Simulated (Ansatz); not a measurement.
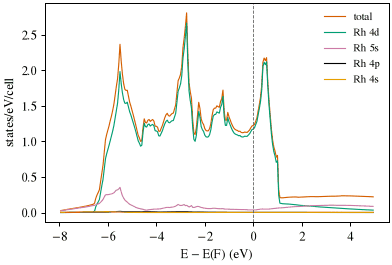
*Total and projected density of states of Rh (fcc (Cu type), space group No. 225), DFT-r²SCAN in the program Ansatz with PAW potentials*

Problem. Which orbitals carry the states next to the Fermi level?

Solution. Within 0.5 eV of the Fermi level: Rh 4d 96 %. Projections are on Löwdin-orthogonalised atomic valence shells; empty p or d shells of many metals are not among them.

Problem. Where is the tallest occupied peak in this window, and what makes it?

Solution. Near -2.8 eV, about 2.8 states/eV per cell; the largest projected share is Rh 4d.

Space group Fm-3m (fcc (Cu type)). The cell was relaxed with r²SCAN under the symmetry of its start. No spin polarisation was allowed. Spin–orbit coupling is left out wherever it is not named.

Potentials: the earlier of the program's two PAW sets.
